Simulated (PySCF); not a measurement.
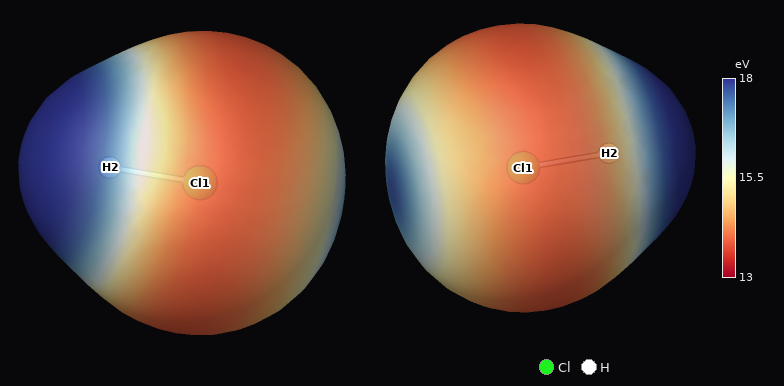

Figure. ClH, SMILES `Cl`. Average local ionisation energy on the surface of electron density 0.001 a.u. (back view left, front view right).

Level of theory: HF/def2-SVP (PySCF), at a geometry from GFN2-xTB. No frequency check shows the geometry to be a minimum. GFN2-xTB bond lengths at metals and heavier atoms can be off by up to 0.1 Å and shapes distorted, which carries into these values.

The calculation's input:

```python
import numpy as np
from pyscf import gto, scf, dft
from pyscf.scf import atom_ks, atom_hf
from scipy.linalg import block_diag

def solve(mol, dm0=None, hcore=None):
    mf = scf.UHF(mol) if mol.spin else scf.RHF(mol)
    mf = mf.density_fit(auxbasis='def2-universal-jkfit')
    mf.conv_tol, mf.max_cycle = 1e-8, 80
    if hcore is not None:
        mf.get_hcore = lambda *args: hcore
    mf.kernel(dm0)
    if not mf.converged:
        mf = mf.newton().run(mf.mo_coeff, mf.mo_occ, max_cycle=30)
    assert mf.converged, 'SCF not converged'
    return mf

mol = gto.M(atom='''
Cl     0.07095     0.00000     0.00000
H     -1.20607     0.00000     0.00000
''', basis='def2-svp', charge=0, spin=0, verbose=4)
mf = solve(mol)
mf.analyze()
# spherically averaged free atoms, for the promolecule
atm = scf.atom_hf.get_atm_nrhf(mol)
pro = block_diag(*[(atm[a[0]][2] * atm[a[0]][3]) @ atm[a[0]][2].T for a in mol._atom])
np.savez('result.npz', e=mf.e_tot, c=mf.mo_coeff, occ=mf.mo_occ, eps=mf.mo_energy, pro=pro, dip=mf.dip_moment(verbose=0), s2=mf.spin_square()[0])
```

Run with:

```sh
OMP_NUM_THREADS=1 python input.py
```

The run took 0.83 s on 1 thread of Arm Neoverse V1, with other jobs on the host, peak memory 0.17 GiB.

Partitions, critical points and surface values were worked out afterwards from this run's density.

Where are the most loosely bound electrons on this surface?

The lowest value is 13.9 eV, 2.1 Å from Cl1, and at like points elsewhere. For comparison, the highest occupied orbital lies at −12.6 eV.
